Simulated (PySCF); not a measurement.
# ErN3O6 (Er(NO2)3): the cost of one run

Computed with PySCF 2.14.0. Level: several levels, as the steps say, no spin–orbit coupling.

4 further runs of the same task are left out: 2 for a known fault of the program, 2 that didn't finish.

### Step 1. Where the work starts

10 atoms, charge 0, spin multiplicity 1.

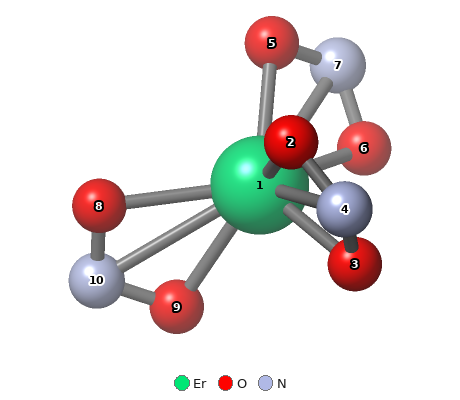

The geometry (erbium green, oxygen red, nitrogen light blue); atoms are numbered from 1 in the order of the file.

Geometry (Å):

```
atom     x (Å)     y (Å)     z (Å)
 Er1   0.00000   0.00000   0.00000
  O2   2.07597   0.14051   1.03943
  O3   2.07597  -0.14051  -1.03943
  N4   2.78167   0.00000   0.00000
  O5  -1.15967   1.72759   1.03943
  O6  -0.91630   1.86810  -1.03943
  N7  -1.39083   2.40900   0.00000
  O8  -0.91630  -1.86810   1.03943
  O9  -1.15967  -1.72759  -1.03943
 N10  -1.39084  -2.40899   0.00000
```

Formal oxidation states: Er +3. Each metal's 11 4f electrons lie in its core potential, so multiplicities, spins and levels count the valence alone. An earlier session relaxed this geometry at B3LYP, Er lcecp-1-SVP with ECP57, O def2-SVP, N def2-SVP (singlet, point group D3).

At B3LYP on the finer grid: E = -653.346321 Eh, HOMO -8.55 eV, LUMO -3.63 eV, Mulliken charge on Er1 +1.19 e, largest force component 0.014 eV/Å. 

Levels to run: BP86; CAM-B3LYP; HF; r2SCAN; B3LYP, TZVP. Hardware: 4 threads of Arm Neoverse V2, shared host.

### Step 2. BP86

run.py (the lines that set the calculation)

```python
mol = gto.M(atom='''
Er     0.00000     0.00000     0.00000
O      2.07597     0.14051     1.03943
O      2.07597    -0.14051    -1.03943
N      2.78167     0.00000     0.00000
O     -1.15967     1.72759     1.03943
O     -0.91630     1.86810    -1.03943
N     -1.39083     2.40900     0.00000
O     -0.91630    -1.86810     1.03943
O     -1.15967    -1.72759    -1.03943
N     -1.39084    -2.40899     0.00000''',
    basis={'Er': 'lcecp-1-SVP', 'O': 'def2-SVP', 'N': 'def2-SVP'},
    ecp={'Er': 'lcecp-1-SVP'},
    charge=0, spin=0)
mf = dft.RKS(mol, xc='B88,P86')
mf.grids.atom_grid = (75, 302)  # f atoms: unpruned, at least (60, 302)
mf = mf.density_fit()  # fitting sets: Er AutoAux, O def2-universal-JKFIT, N def2-universal-JKFIT
mf.conv_tol = 1e-08; mf.max_cycle = 55
mf.kernel(dm0)  # dm0: the density of the relaxed state
```

On the command line:

```console
> OMP_NUM_THREADS=4 python run.py
```

**Question.** How long does this run take on 4 threads of Arm Neoverse V2, shared host?

About 6.7 s.
